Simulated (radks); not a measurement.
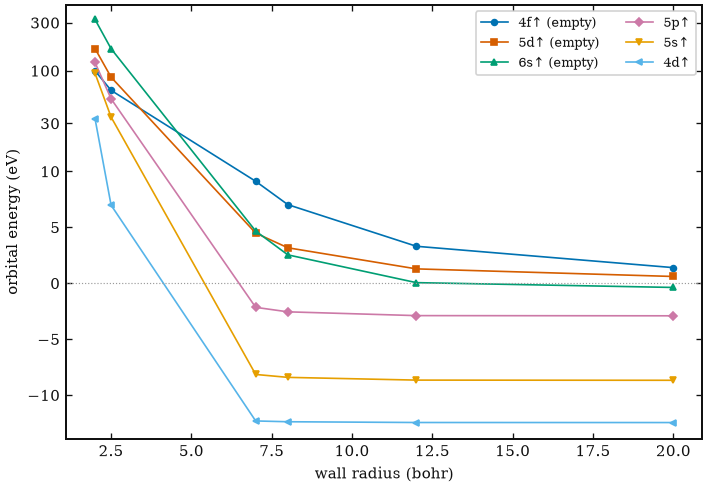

System: a free In atom, configuration [Kr] 4d10 5s2 5p1 (high spin). It is put inside a hard spherical wall of varying radius. Level of theory: scalar-relativistic Kohn-Sham, LDA (Slater exchange, VWN5 correlation), spin-polarised, spherical densities, finite nucleus. Computed with the in-house radial solver radks. The plot shows the outer orbital energies (spin up), on a scale that is linear within ±10 eV and logarithmic beyond.

Describe the level shifts under confinement.

Answer. The levels rise as the wall closes in: 5p↑ goes from −2.91 eV at 20 bohr to 120.9 eV at 2 bohr and passes zero between 7 and 2.5 bohr. On compression 4f↑ drops below 5d↑ between 7 and 2.5 bohr, 4f↑ drops below 6s↑ between 7 and 2.5 bohr, 4f↑ drops below 5p↑ between 2.5 and 2 bohr and 5d↑ drops below 6s↑ between 8 and 7 bohr; in each crossing pair the level of higher l rises less. The fastest to rise is 6s↑ (by 323.9 eV), the slowest 4d↑ (by 52.2 eV): the wall presses hardest on the most extended orbitals.
